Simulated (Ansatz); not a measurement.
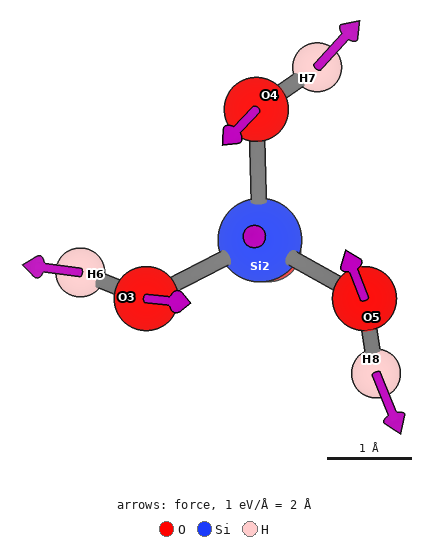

Starting geometry of SiH$_{3}$O$_{4}$ (charge −1) with the computed forces as purple arrows. Style: ball-and-stick. Shown face on.

The start comes from GFN2-xTB.

Method: RKS PBE0-D4/def2-TZVPD in Ansatz. Settings: force threshold 0.005 eV/Å; at most 150 steps.

> Is this structure relaxed? If not, where do the atoms go?

It isn't relaxed: the largest force vector, on an O atom, is 0.54 eV/Å. The final displacements have little in common with the starting forces (cosine between the two patterns 0.07). The largest moves after the best rigid fit, 0.25 Å, are those of H atoms. By element the largest moves are H 0.25 Å, O 0.24 Å, Si 0.14 Å. Near-neighbour distances that change, for instance: O–Si 1.542 → 1.558 Å, H–O 0.951 → 0.959 Å. Bond angles that change, for instance: Si–O–H 109.6° → 107.0°, Si–O–H 109.5° → 107.0°. Groups turn about O–Si by about 35°, O–Si by about 35°, O–Si by about 35°. Over 9 accepted moves (10 points after the start) the energy falls by 0.090 eV. Largest force component: 0.46 eV/Å at the start, 0.0013 eV/Å at the end. The line search rejected the trial step at point 2 of the run. The run took about 24 s of wall time on a shared GPU.
